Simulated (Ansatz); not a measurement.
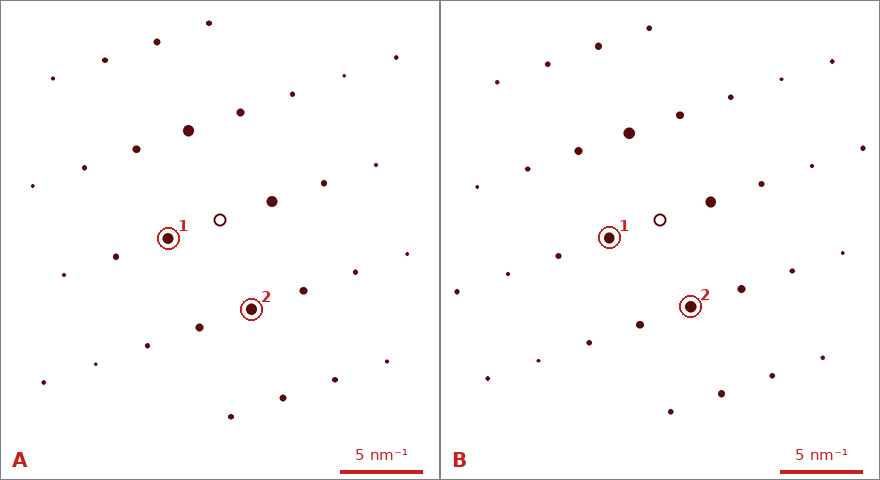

Kinematic electron diffraction patterns (120 kV, B = 0.5 Å², same scale) along [110] of the run's own cell, for the start and the end of one relaxation of Na2B with DFT PBE, scalar-relativistic, plane waves, PAW in Ansatz. k mesh 18×18×18. The start is a generated model structure, and the relaxation ends in the nearest stationary point of its symmetry, not necessarily the ground state. Spot 1 is 0 0 -1 and spot 2 is -1 1 0 in both.

Start structure:

```yaml
crystal:
  lattice:
    - [1.76891, 1.02128, 6.75145]
    - [-1.76891, 1.02128, 6.75145]
    - [0.00000, -2.04256, 6.75145]
  atoms:
    - { symbol: Na, position: [0.24715, 0.24715, 0.24715] }
    - { symbol: Na, position: [0.41951, 0.41951, 0.41951] }
    - { symbol: B, position: [0.00004, 0.00004, 0.00004] }
```

**Which pattern belongs to the start structure, and which to the relaxed one?**

B is the start: its cell gives d(1) = 3.029 Å, d(2) = 1.769 Å and an angle of 90.0°. A is the relaxed structure, with d(1) = 2.957 Å (-2.4 %), d(2) = 1.724 Å (-2.5 %) and 90.0°.

**Summarise the relaxation behind the change.**

The volume changed by -1.2 % to 24.09 Å³ an atom; the fractional coordinates hardly changed; the space group stayed R3m (No. 160); the free energy fell by 1.9 meV an atom. Relaxed cell: a = 7.294 Å, b = 7.294 Å, c = 7.294 Å, α = 27.35°, β = 27.35°, γ = 27.35°.
